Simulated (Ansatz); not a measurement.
**Mo(110): modes of surface species**

Aim: bond lengths and vibrational modes of species bound on Mo(110).

Program: Ansatz 0.2.0. Level of theory: DFT PBE, scalar-relativistic, plane waves, PAW; PAW set soft_1. Results are calculated unless marked as measured.

### Step 1. The bulk crystal behind the slab

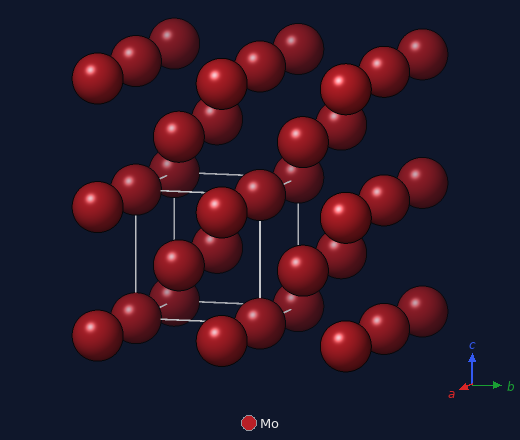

Start, viewed slightly off an axis; molybdenum red. 2×2×2 cells are drawn. This picture shows the conventional cell, with its axes. Some periodic images of atoms are drawn too.

### Step 2. Relaxation of the host

The host crystal is relaxed at the same level, and its volume sets the scale of the cells that follow.

File input.yaml:

```yaml
crystal:
  lattice:
    - [-1.58, 1.58, 1.58]
    - [1.58, -1.58, 1.58]
    - [1.58, 1.58, -1.58]
  atoms:
    - { symbol: Mo, position: [0.0, 0.0, 0.0] }
kpoints:
  mp_grid: { grid: [22, 22, 22] }
hamiltonian:
  xc: pbe
  pseudopotentials: { kind: paw, azcp: { folder: soft_1 } }
scf:
  occupations: { method: methfessel_paxton, width: 0.15 }
output:
  forces: true
  stress: true
  eigenvalues: true
relax:
  adjacent_minimum: "off"
  f_tol: 0.002
  max_steps: 60
  cell: { stress_tol: 0.02 }
```

The run is started by

```sh
$ ansatz run input.yaml --threads 8 --pin off --max-ram 20480MiB --backend cpu --events-out ev --progress --plain --runs-dir out
```

Numbers of over 12 decimals in the logs are rounded to 6 here.

The log of the run:

```text
The last accepted step is kept in <dir> (removed where the run ends without a failure and the disk answers)
Engine: ansatz 0.2.0, x86_64-unknown-linux-gnu
Pseudopotentials: kind: paw
Pseudopotential: Mo, paw, valence charge 14, recommended cutoff 420 eV (normal), soft_1/Mo.paw.azcp
Functional definition: PBE
  parameter kappa = 0.804
  parameter beta = 0.066725
  exchange = pbe_x(kappa = kappa, mu = beta*pi^2/3)
[...]
--- Relaxed structure (3 steps of the walk, 2 accepted, 1 SCFs on fresh bases) ---
  F+E_penalty+E_count = -4956.05511797 eV   max|allowed force component| = 0.000e0 eV/Å   (the final SCF, on the basis selected at the relaxed cell)
  cell:  # Å, volume = 15.7886 Å³
    - [-1.580377, 1.580377, 1.580377]
    - [1.580377, -1.580377, 1.580377]
    - [1.580377, 1.580377, -1.580377]
  atoms:
    - { symbol: Mo, position: [0.0, 0.0, 0.0] }
[key lines of the parts left out:]
SCF converged after 3 iterations
Free energy (F): -4956.055118 eV
Fermi energy:    20.812748 eV
P = ⅓ Tr σ = 0.0006 GPa (0.006 kbar)
```

It took 1.6 s on 8 threads of Intel Xeon 6975P-C (Granite Rapids), shared host; peak memory 0.38 GiB; 7.9 s of CPU time.

Little changed from the start: no atom moved by 0.005 Å and no cell edge by 0.1 %.

Numbers from this step:

| Property | Result |
| --- | --- |
| pressure | 6.11e-4 GPa |
| volume per atom | 15.79 Å³ |
| gap on the k-mesh | 0 eV |

The forces vanish by symmetry.

### Step 3. Relaxation in the fixed cell: N at the threefold hollow site, 1 monolayer

The slab carries N at the threefold hollow site, 1 monolayer. Its plane takes the lattice constant of the bulk relaxed at this level. The lowest layers are held, and the other atoms relax. The program lengthens the typed cell of 23.0 Å along the normal to 39.9 Å, as its cut-off of the electrostatics needs, and moves no atom.

System of this step: N at the threefold hollow site, 1 monolayer on Mo(110). The cell holds 5 atoms: 4 Mo and 1 N. Cell: a = 3.161 Å, b = 2.737 Å, c = 39.876 Å, α = 90.0°, β = 90.0°, γ = 54.7°. It derives from Mo. Vacuum lies along c.

File input.yaml:

```yaml
crystal:
  lattice:
    - [3.1607549426, 0.0, 0.0]
    - [1.5803774713, 2.2349938257, 0.0]
    - [0.0, 0.0, 23.0416134625]
  atoms:
    - { symbol: Mo, position: [0.5, 0.0, 0.325576] }
    - { symbol: Mo, position: [0.0, 0.0, 0.422574] }
    - { symbol: Mo, position: [0.5, 0.0, 0.519572] }
    - { symbol: Mo, position: [0.0, 0.0, 0.61657] }
    - { symbol: "N", position: [0.375, 0.25, 0.674424] }
  periodic: [true, true, false]
kpoints:
  mp_grid: { grid: [12, 12, 1] }
hamiltonian:
  xc: pbe
  pseudopotentials: { kind: paw, azcp: { folder: soft_1 } }
scf:
  occupations: { method: methfessel_paxton, width: 0.15 }
output:
  forces: true
  eigenvalues: true
relax:
  adjacent_minimum: "off"
  f_tol: 0.003
  max_steps: 120
  constraints: [{ sites: [0, 1] }]
```

The log of the run:

```text
Warning: crystal.periodic: the lattice vector that does not repeat stood 0.000° off the slab's normal, 23.042 Å along it as the deck builds it. The run solves the slab on a vector along the normal, 39.876 Å long, with every atom where it was (on the deck's vector they left 15.00 Å outside them, and the widest stretch free of ions among them is 2.23 Å). A fractional position that the run reports is one of the run's ce [...]
[...]
crystal.periodic: the lattice vector that does not repeat stood 0.000° off the slab's normal, 23.042 Å along it as the deck builds it. The run solves the slab on a vector along the normal, 39.876 Å long, with every atom where it was (on the deck's vector they left 15.00 Å outside them, and the widest stretch free of ions among them is 2.23 Å). A fractional position that the run reports is one of the run's cell, which [...]
[...]
Crystal: 5 atoms, lattice volume = 281.695 Å³
Basis set: ecut = 420 eV, 5583 PW (Γ), exchange–correlation on 48×40×540 points (8 copies of the dense FFT grid, shifted against one another)
Bands: 37, of which v1, the nominal top of the filled ones, is band 31 counted from 1 (30 counted from 0)
Symmetry: 2 space group operations
[...]
k-points: 43 of 144 (time reversal used)
[...]
SCF iter   1: F=—  HF=-20211.479655 eV  |F-HF|=—  |Δ(HF+E_count)|=         —  Δρ=7.95e-2  dr2=1.02e2  ethr=3.10e-3  ⟨swp⟩=11.4  Hψ=10787  notcnv=0
[...]
SCF iter  13: F=-20205.664221 eV  HF=-20205.664221 eV  |F-HF|=2.73e-8  |Δ(HF+E_count)|=   1.69e-7  S|Δr|=    0.00e0  Δρ=3.96e-6  dr2=7.59e-8  ethr=3.69e-10  ⟨swp⟩=20.7  Hψ=12723  notcnv=0
SCF 1 converged in 13 iterations: F = -20205.664221 eV  dr2 = 7.59e-8
[...]
relax step   1: F+E_penalty+E_count = -20205.66422052 eV  Δ(F+E_penalty+E_count) = +0.000e0 eV  max|allowed force component| = 4.381e0 eV/Å  Δτ_max = 0.0000 Å  (13 SCF iters, dr2 threshold 2.25e-7 eV, accepted)
[...]
SCF iter   6: F=-20206.366875 eV  HF=-20206.366879 eV  |F-HF|=4.70e-6  |Δ(HF+E_count)|=   4.15e-5  S|Δr|=    0.00e0  Δρ=4.79e-5  dr2=1.52e-5  ethr=1.64e-7  ⟨swp⟩=16.0  Hψ=12277  notcnv=0
SCF 2 converged in 6 iterations: F = -20206.366875 eV  dr2 = 1.52e-5
relax step   2: F+E_penalty+E_count = -20206.36687463 eV  Δ(F+E_penalty+E_count) = -7.027e-1 eV  max|allowed force component| = 7.794e-1 eV/Å  Δτ_max = 0.1944 Å  (6 SCF iters, dr2 threshold 1.00e-4 eV, accepted)
[...]
SCF iter   1: F=—  HF=-20206.400994 eV  |F-HF|=—  |Δ(HF+E_count)|=         —  Δρ=6.78e-3  dr2=1.86e-1  ethr=2.53e-4  ⟨swp⟩=3.1  Hψ=7190  notcnv=0  defer=37
eigensolver tolerance schedule calibrated: the retry pair's looser diagonalisation under-reported the residual by θ = 0.17 (0.16/decade); ethr = c·dr2/N_el runs at the constant in force after the calibration composes with the one it found (an armed cap, an earlier calibration), c = 4.0e-2
[...]
SCF iter   2: F=—  HF=-20206.381531 eV  |F-HF|=—  |Δ(HF+E_count)|=   1.95e-2  S|Δr|=    0.00e0  Δρ=3.72e-3  dr2=9.15e-2  ethr=1.23e-4  ⟨swp⟩=4.0  Hψ=4082  notcnv=0  defer=37
[...]
SCF iter   6: F=-20206.370496 eV  HF=-20206.370493 eV  |F-HF|=3.68e-6  |Δ(HF+E_count)|=   1.42e-5  S|Δr|=    0.00e0  Δρ=2.84e-5  dr2=2.23e-6  ethr=2.51e-8  ⟨swp⟩=17.7  Hψ=10599  notcnv=0
SCF 3 converged in 6 iterations: F = -20206.370496 eV  dr2 = 2.23e-6
relax step   3: F+E_penalty+E_count = -20206.37049629 eV  Δ(F+E_penalty+E_count) = -3.622e-3 eV  max|allowed force component| = 5.407e-1 eV/Å  Δτ_max = 0.1350 Å  (6 SCF iters, dr2 threshold 3.80e-5 eV, accepted)
[...]
relax step   4: F+E_penalty+E_count = -20206.39067271 eV  Δ(F+E_penalty+E_count) = -2.018e-2 eV  max|allowed force component| = 9.041e-2 eV/Å  Δτ_max = 0.0678 Å  (6 SCF iters, dr2 threshold 1.83e-5 eV, accepted)
[...]
relax step   5: F+E_penalty+E_count = -20206.39239077 eV  Δ(F+E_penalty+E_count) = -1.718e-3 eV  max|allowed force component| = 2.707e-2 eV/Å  Δτ_max = 0.0223 Å  (7 SCF iters, dr2 threshold 5.11e-7 eV, accepted)
[...]
relax step   6: F+E_penalty+E_count = -20206.39245187 eV  Δ(F+E_penalty+E_count) = -6.110e-5 eV  max|allowed force component| = 3.463e-3 eV/Å  Δτ_max = 0.0083 Å  (6 SCF iters, dr2 threshold 4.58e-8 eV, accepted)
SCF iter   1: F=—  HF=-20206.392313 eV  |F-HF|=—  |Δ(HF+E_count)|=         —  Δρ=7.39e-5  dr2=1.12e-5  ethr=2.19e-7  ⟨swp⟩=2.8  Hψ=3183  notcnv=0
[...]
SCF iter   4: F=-20206.392454 eV  HF=-20206.392454 eV  |F-HF|=2.57e-8  |Δ(HF+E_count)|=   9.81e-8  S|Δr|=    0.00e0  Δρ=1.27e-6  dr2=5.85e-9  ethr=1.48e-11  ⟨swp⟩=13.2  Hψ=11083  notcnv=0
SCF 7 converged in 4 iterations: F = -20206.392454 eV  dr2 = 5.85e-9
relax step   7: F+E_penalty+E_count = -20206.39245389 eV  Δ(F+E_penalty+E_count) = -2.023e-6 eV  max|allowed force component| = 2.708e-4 eV/Å  Δτ_max = 0.0012 Å  (4 SCF iters, accepted)
SCF converged after 4 iterations
[...]
Free energy (F): -20206.392454 eV
[...]
Internal energy: -20206.391329 eV  (E = F + TS)
E sigma→0 (E₀):  -20206.392173 eV
Entropy (-TS):   -0.001125 eV (-0.225 meV/atom)
Fermi energy:    -5.505909 eV
[...]
--- Forces (eV/Å), atoms counted from 1 ---
  atom   1  Mo     0.00000000    -0.01936618     0.82227464
  atom   2  Mo     0.00000000     0.01939064    -0.82259239
  atom   3  Mo     0.00000000     0.00003718     0.00024596
  atom   4  Mo     0.00000000     0.00009688     0.00027084
  atom   5  N      0.00000000    -0.00016943    -0.00020955
  max |Σ_I F_I| component: 1.09e-5 eV/Å
--- Band table (eV; the first three rows and the last of 43) ---
  k-point 0: bands = [... 27 lower, -6.7868, -6.7620, -6.2749, -5.8785, -4.6608, -4.6285, -4.1465, -4.0178, ... 2 higher]
  k-point 1: bands = [... 27 lower, -6.7470, -6.6451, -6.4978, -5.9633, -5.5599, -4.9685, -4.6481, -4.3462, ... 2 higher]
  k-point 2: bands = [... 27 lower, -6.7721, -6.7354, -6.4156, -6.0194, -5.8165, -5.7789, -5.2416, -5.0888, ... 2 higher]
  k-point 42: bands = [... 27 lower, -6.9077, -6.7655, -6.4511, -6.2865, -5.4765, -4.6218, -4.2724, -3.9578, ... 2 higher]
--- Relaxed structure (7 steps of the walk, 7 accepted, 0 SCFs on fresh bases) ---
  F+E_penalty+E_count = -20206.39245389 eV   max|allowed force component| = 2.708e-4 eV/Å
  cell:  # Å, volume = 281.6950 Å³
    - [3.1607549426, 0.0, 0.0]
    - [1.5803774713, 2.2349938257, 0.0]
    - [0.0, 0.0, 39.876042]
  atoms:
    - { symbol: Mo, position: [0.5, 0.0, 0.188128] }
    - { symbol: Mo, position: [0.0, 0.0, 0.244176] }
    - { symbol: Mo, position: [0.502556, -0.00511191, 0.300033] }
    - { symbol: Mo, position: [0.023100, -0.046200, 0.358560] }
    - { symbol: N, position: [0.407597, 0.184807, 0.383956] }
```

Elapsed: 28 s, on 8 threads; peak memory 0.98 GiB; 2.9 min of CPU time.

This run has no spin polarisation although its electron count is odd.

Step by step:

```tsv
step	energy less that of the first step (eV)	largest force component (eV/Å)
1	0.0000	4.3812
2	-0.7027	0.7794
3	-0.7063	0.5407
4	-0.7265	0.0904
5	-0.7282	0.0271
6	-0.7282	0.0035
7	-0.7282	0.0003
```

The run keeps the 2 symmetry operations that it works with, so distortions that break them were not tested.

The atoms that moved most (Å):

```tsv
atom	dx	dy	dz	length
N5	0.000	-0.146	-0.229	0.272
Mo4	0.000	-0.103	0.091	0.138
Mo3	0.000	-0.011	-0.008	0.014
```

The relaxed structure:

```cif
data_structure
_symmetry_space_group_name_H-M 'P 1'
_symmetry_Int_Tables_number 1
_cell_length_a 3.1608
_cell_length_b 2.7373
_cell_length_c 39.8760
_cell_angle_alpha 90.000
_cell_angle_beta 90.000
_cell_angle_gamma 54.736
_cell_volume 281.70
loop_
_atom_site_label
_atom_site_type_symbol
_atom_site_fract_x
_atom_site_fract_y
_atom_site_fract_z
_atom_site_occupancy
Mo1 Mo 0.50000 0.00000 0.18813 1
Mo2 Mo 0.00000 0.00000 0.24418 1
Mo3 Mo 0.50256 0.99489 0.30003 1
Mo4 Mo 0.02310 0.95380 0.35856 1
N5 N 0.40760 0.18481 0.38396 1
```

The largest force component left on a free atom is 0.27 meV/Å.

### Step 4. Force constants among chosen sites: N at the threefold hollow site, 1 monolayer

Only 2 sites are displaced (1 Mo and 1 N), with their periodic images, and all others stay at rest. This gives the modes that are localised on these sites for less work than the whole matrix.

input.yaml, the sections that differ from step 3:

```yaml
crystal:
  lattice:
    - [3.1607549426, 0.0, 0.0]
    - [1.5803774713, 2.2349938257, 0.0]
    - [0.0, 0.0, 39.8760415463]
  atoms:
    - { symbol: Mo, position: [0.5, 0.0, 0.1881279097] }
    - { symbol: Mo, position: [0.0, 0.0, 0.2441763623] }
    - { symbol: Mo, position: [0.5025559552, -0.0051119103, 0.3000333466] }
    - { symbol: Mo, position: [0.0230998962, -0.0461997923, 0.3585595936] }
    - { symbol: "N", position: [0.4075966568, 0.1848066864, 0.3839556642] }
  periodic: [true, true, false]
output:
  eigenvalues: true
phonons:
  method: fd
  supercell: [1, 1, 1]
  displaced_sites: [3, 4]
  rigid_motions: translations
# kpoints, hamiltonian, scf: as in step 3
# relax: removed
```

The log of the run:

```text
[...]
Crystal: 5 atoms, lattice volume = 281.695 Å³
Basis set: ecut = 420 eV, 5583 PW (Γ), exchange–correlation on 48×40×540 points (8 copies of the dense FFT grid, shifted against one another)
Bands: 37, of which v1, the nominal top of the filled ones, is band 31 counted from 1 (30 counted from 0)
Symmetry: 2 space group operations
k-points: 43 of 144 (time reversal used)
[...]
SCF iter   1: F=—  HF=-20212.224041 eV  |F-HF|=—  |Δ(HF+E_count)|=         —  Δρ=8.00e-2  dr2=7.07e1  ethr=3.10e-3  ⟨swp⟩=11.7  Hψ=11038  notcnv=0
[...]
SCF iter  14: F=-20206.392454 eV  HF=-20206.392454 eV  |F-HF|=1.11e-9  |Δ(HF+E_count)|=   1.87e-9  S|Δr|=    0.00e0  Δρ=1.10e-7  dr2=4.38e-11  ethr=1.00e-12  ⟨swp⟩=18.3  Hψ=13876  notcnv=0
SCF 1 converged in 14 iterations: F = -20206.392454 eV  dr2 = 4.38e-11
[...]
SCF iter   8: F=-20206.392424 eV  HF=-20206.392424 eV  |F-HF|=8.73e-11  |Δ(HF+E_count)|=  7.46e-10  S|Δr|=    0.00e0  Δρ=2.58e-8  dr2=2.24e-12  ethr=1.00e-12  ⟨swp⟩=11.3  Hψ=11608  notcnv=0
SCF 2 converged in 8 iterations: F = -20206.392424 eV  dr2 = 2.24e-12
[...]
SCF iter   5: F=-20206.392424 eV  HF=-20206.392424 eV  |F-HF|=1.75e-10  |Δ(HF+E_count)|=   1.24e-9  S|Δr|=    0.00e0  Δρ=1.90e-8  dr2=1.75e-12  ethr=1.00e-12  ⟨swp⟩=11.0  Hψ=11290  notcnv=0
SCF 3 converged in 5 iterations: F = -20206.392424 eV  dr2 = 1.75e-12
Symmetry: 1 space group operations
k-points: 74 of 144 (time reversal used)
[...]
SCF iter   9: F=-20206.392412 eV  HF=-20206.392412 eV  |F-HF|=7.28e-12  |Δ(HF+E_count)|=  4.22e-10  S|Δr|=    0.00e0  Δρ=1.36e-8  dr2=7.81e-13  ethr=1.00e-12  ⟨swp⟩=11.1  Hψ=19306  notcnv=0
SCF 4 converged in 9 iterations: F = -20206.392412 eV  dr2 = 7.81e-13
[...]
SCF iter   5: F=-20206.392411 eV  HF=-20206.392411 eV  |F-HF|=2.95e-10  |Δ(HF+E_count)|=  6.00e-10  S|Δr|=    0.00e0  Δρ=2.95e-8  dr2=4.19e-12  ethr=1.00e-12  ⟨swp⟩=10.3  Hψ=22968  notcnv=0
SCF 5 converged in 5 iterations: F = -20206.392411 eV  dr2 = 4.19e-12
[...]
SCF iter   8: F=-20206.392428 eV  HF=-20206.392428 eV  |F-HF|=3.49e-10  |Δ(HF+E_count)|=   1.11e-9  S|Δr|=    0.00e0  Δρ=2.50e-8  dr2=4.04e-12  ethr=1.00e-12  ⟨swp⟩=11.1  Hψ=11402  notcnv=0
SCF 6 converged in 8 iterations: F = -20206.392428 eV  dr2 = 4.04e-12
[...]
SCF iter   5: F=-20206.392429 eV  HF=-20206.392429 eV  |F-HF|=4.37e-10  |Δ(HF+E_count)|=   2.31e-9  S|Δr|=    0.00e0  Δρ=2.43e-8  dr2=2.55e-12  ethr=1.00e-12  ⟨swp⟩=11.3  Hψ=11577  notcnv=0
SCF 7 converged in 5 iterations: F = -20206.392429 eV  dr2 = 2.55e-12
[...]
SCF iter   8: F=-20206.392416 eV  HF=-20206.392416 eV  |F-HF|=2.91e-10  |Δ(HF+E_count)|=   2.64e-9  S|Δr|=    0.00e0  Δρ=3.85e-8  dr2=5.64e-12  ethr=1.00e-12  ⟨swp⟩=11.5  Hψ=20378  notcnv=0
SCF 8 converged in 8 iterations: F = -20206.392416 eV  dr2 = 5.64e-12
[...]
SCF iter   6: F=-20206.392417 eV  HF=-20206.392417 eV  |F-HF|=6.18e-11  |Δ(HF+E_count)|=  1.20e-10  S|Δr|=    0.00e0  Δρ=1.17e-8  dr2=7.29e-13  ethr=1.00e-12  ⟨swp⟩=9.2  Hψ=16456  notcnv=0
SCF 9 converged in 6 iterations: F = -20206.392417 eV  dr2 = 7.29e-13
SCF converged after 14 iterations
[...]
Free energy (F): -20206.392454 eV
[...]
Internal energy: -20206.391329 eV  (E = F + TS)
E sigma→0 (E₀):  -20206.392173 eV
Entropy (-TS):   -0.001125 eV (-0.225 meV/atom)
Fermi energy:    -5.505928 eV
[...]
--- Forces (eV/Å), atoms counted from 1 ---
  atom   1  Mo     0.00000000    -0.01936666     0.82228608
  atom   2  Mo     0.00000000     0.01939097    -0.82260118
  atom   3  Mo     0.00000000     0.00004194     0.00024914
  atom   4  Mo     0.00000000     0.00007944     0.00025849
  atom   5  N      0.00000000    -0.00014644    -0.00019014
  max |Σ_I F_I| component: 2.39e-6 eV/Å
--- Band table (eV; the first three rows and the last of 43) ---
  k-point 0: bands = [... 27 lower, -6.7868, -6.7620, -6.2749, -5.8786, -4.6608, -4.6286, -4.1465, -4.0179, ... 2 higher]
  k-point 1: bands = [... 27 lower, -6.7470, -6.6451, -6.4978, -5.9633, -5.5599, -4.9685, -4.6481, -4.3463, ... 2 higher]
  k-point 2: bands = [... 27 lower, -6.7721, -6.7354, -6.4156, -6.0194, -5.8165, -5.7789, -5.2417, -5.0888, ... 2 higher]
  k-point 42: bands = [... 27 lower, -6.9078, -6.7655, -6.4512, -6.2866, -5.4765, -4.6218, -4.2725, -3.9579, ... 2 higher]
--- Phonons: 8 displaced members + reference (amplitude 0.0025 Å, Σ member SCF iterations 54) ---
  symmetry images taken by strict's conditions (phonons.symmetry_images: auto; settled by no image being taken that strict refuses)
  force constants formed among 2 of 5 sites (Mo 3, N 4); the other 3 at rest. The modes move the named sites alone.
  the frequencies, the zero-point energy and the sums are of the block with the acoustic sum rule laid on its rows. Row sums over every site: 2.7e-4 eV/Å² at the most
  transpose residual: 1.2e-4 eV/Å²
  largest component of a force at the reference: 2.6e-4 eV/Å on a named site, 8.2e-1 eV/Å on a site at rest
  frequencies among the named sites at Γ of the cell (cm⁻¹): 55.07 62.69 130.56 405.56 419.90 601.89
  unstable modes among the named sites: 0
  frequencies as built, with no sum rule (cm⁻¹): 55.07 62.70 130.55 405.56 419.90 601.89
  zero-point energy: 0.103878 eV/cell   skipped modes (ω ≤ 0): 0
  not written: the harmonic force-constant file, the file of eigenvectors (these modes' are written with the force constants), the density of states and the dispersion, which are of every site
```

It took 44 s on 8 threads; peak memory 1.2 GiB.

The other atoms of the cell are at rest; shares are of the kinetic energy, a minus sign marks an imaginary mode, and where like sites share a mode the one named is one choice of several. Modes of the displaced sites:

```tsv
mode	frequency (cm⁻¹)	share of Mo (%)	share of N (%)	site with the largest share	its share (%)
1	55.1	86	14	Mo4	86
2	62.7	91	9	Mo4	91
3	130.6	88	12	Mo4	88
4	405.6	9	91	N5	91
5	419.9	13	87	N5	87
6	601.9	12	88	N5	88
```

The same force constants with another mass on the added atoms, against the natural mean mass; listed are the real modes with at least half of their motion on these atoms, followed through small steps of mass, less those that pass through avoided crossings, where the squared overlap of new and old mass-weighted patterns is under 0.8. Modes after a change of mass:

```tsv
substitution	mode	frequency (cm⁻¹)	after (cm⁻¹)	ratio
15N	4	405.6	393.2	1.032
15N	5	419.9	407.7	1.03
15N	6	601.9	584.2	1.03
```

The highest mode of the block lies at 601.9 cm⁻¹; the acoustic sum rule moved it by 0.0 cm⁻¹.

(Part 1 of 2 ends here.)

[Logs are printed without paths, hosts, clocks, repeated set-up lines and the standing remarks that a program may print on its own settings, such as how far it seeks lower states.]

[Hosts, paths, dates, database ids (printed as entryN), source tags and the programs' standing remarks are cut or masked in the printed files.]
